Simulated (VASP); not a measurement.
Here is the system:

```yaml
crystal:
  lattice:
    - [4.40864, 0.00000, 0.00000]
    - [0.00000, 4.40864, 0.00000]
    - [0.00000, 0.00000, 4.38148]
  atoms:
    - { symbol: Sc, position: [0.00000, 0.00000, 0.00000] }
    - { symbol: Sc, position: [0.50000, 0.50000, 0.00000] }
    - { symbol: N, position: [0.50000, 0.50000, 0.50000] }
    - { symbol: N, position: [0.00000, 0.00000, 0.50000] }
    - { symbol: N, position: [0.00000, 0.50000, 0.00000] }
    - { symbol: N, position: [0.50000, 0.00000, 0.00000] }
    - { symbol: Nb, position: [0.50000, 0.00000, 0.50000] }
    - { symbol: Nb, position: [0.00000, 0.50000, 0.50000] }
```

Calculation: PBEsol GGA, VASP's PBE PAW potentials (set 64) (plane waves; VASP). Run with 520 eV cut-off, 8×8×8 Γ-centred mesh, tetrahedra with Blöchl corrections, potentials Sc_sv N Nb_sv.

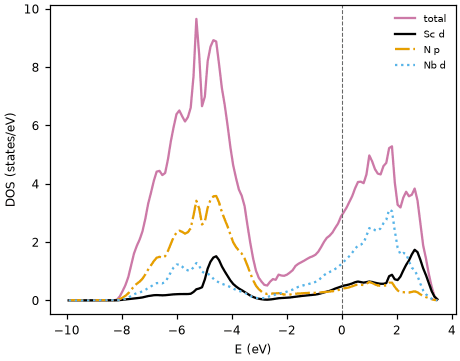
Total and projected density of states, zero at the Fermi level

Within 2 eV below the Fermi level the largest weight inside VASP's projection spheres is Nb d, then N p.

It has no gap at this level: it comes out as a metal or semimetal.

The structure was generated: Nb2Sc2N4 was put into an ordered model structure (P4/mmm), which need not be its known phase. It was relaxed first.
